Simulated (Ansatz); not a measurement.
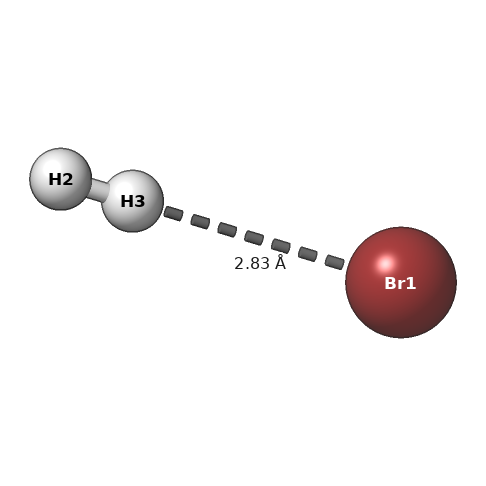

Two molecules or ions; the broken line marks their closest contact (measured against van der Waals radii). State: charge −1, singlet. The geometry was computed by an optimisation with PBE0-D4/def2-TZVPD. Program: Ansatz 0.2.0.

**Which two species are they?**

Br and H2 (`[Br-].[H][H]`).

Give the counterpoise-corrected interaction energy (kJ/mol, monomers kept as in the pair) with RHF-CCSD(T) (frozen core)/def2-TZVPPD; ωB97M-V/def2-TZVPPD; B2PLYP (frozen core)/def2-TZVPPD; B97M-V/def2-TZVPPD.

```csv
level,interaction energy (kJ/mol)
RHF-CCSD(T) (frozen core)/def2-TZVPPD,−6.8
ωB97M-V/def2-TZVPPD,−8.7
B2PLYP (frozen core)/def2-TZVPPD,−6.9
B97M-V/def2-TZVPPD,−10.5
```
